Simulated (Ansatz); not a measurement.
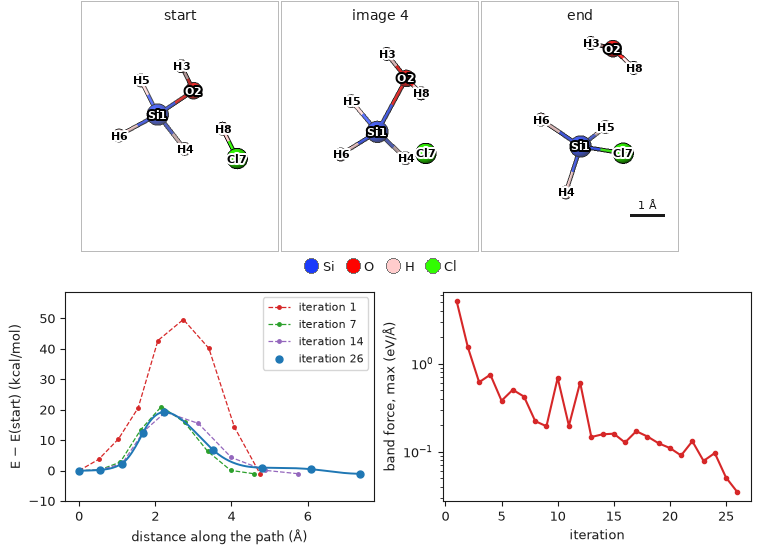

A nudged-elastic-band calculation for SiH₅OCl. Images are numbered from 0 (start) to 8 (end). The plot follows the band through its iterations. A ball-and-stick model, seen from a free direction.

Computed with Ansatz, RKS revPBE/def2-SVP. Settings: 7 movable images; climbing image; force threshold 0.05 eV/Å; iteration limit 60; starting path through a guess of the saddle point.

How did the profile develop, and is the result final?

The result is final at these settings. The band converged in 26 iterations. The largest component of the band force went from 5.1 to 0.035 eV/Å. The climbing image converged on the top of the path. Its vibrational analysis gives one imaginary mode (188i cm⁻¹), as a transition state must have. The first iteration put the highest image at 49.6 kcal/mol. The highest point, image 4, lies 19.2 kcal/mol above the start and 20.2 kcal/mol above the end; the end is at −1.0 kcal/mol relative to the start.
